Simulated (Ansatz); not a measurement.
Consider AlF$_{2}$H$_{4}$N.

```xyz
8

Al    0.0090   -0.0317    0.2178
H    -0.2370    0.9241    1.4622
F     1.5525   -0.0486   -0.4865
F    -1.2709   -0.2786   -0.8681
N     0.0668   -1.9611    0.9648
H    -0.6696   -2.5162    0.5011
H     0.9769   -2.3808    0.7174
H    -0.0595   -2.0531    1.9839
```

Method: RKS BLYP/def2-SVP (Ansatz 0.2.0).

**Predict the electron density and electron localisation function between the atoms.**

Al–F (1.70 Å): ρ at the midpoint is about 0.73 e/Å³; the ELF peaks at about 0.85 in the valence shell of F, 0.6 Å from its nucleus, and is about 0.25 at the midpoint.
Al–N (2.07 Å): ρ is about 0.46 e/Å³ halfway; the ELF peaks at about 0.95 in the valence shell of N, 0.8 Å from its nucleus, and is about 0.75 at the midpoint.
N–H (1.03 Å): the density is about 2.8 e/Å³ at the midpoint; the ELF climbs to about 1 towards the hydrogen, as it does in any bond to H; a covalent bond by its length.

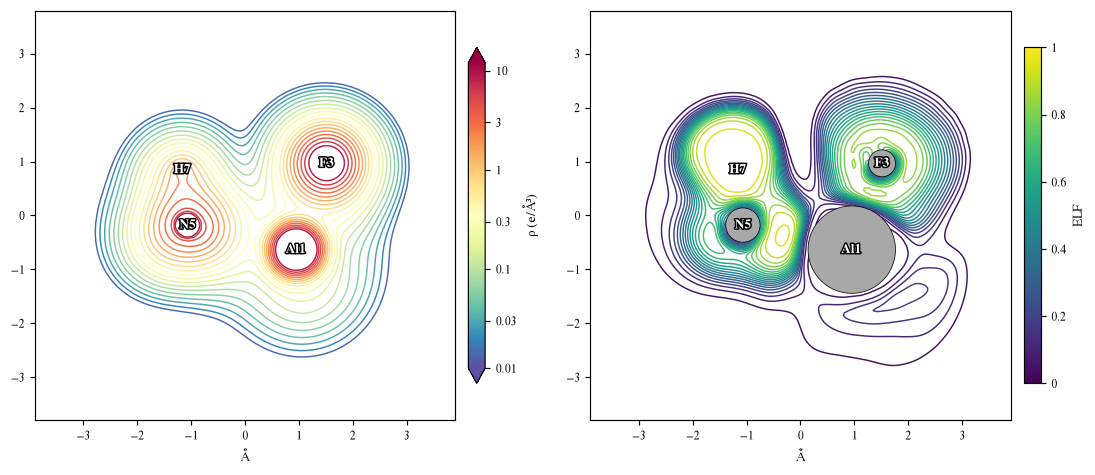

Computed electron density and electron localisation function on the plane of atoms Al1, N5 and H7, in this order. Grey discs cover the atomic cores in the ELF map. 
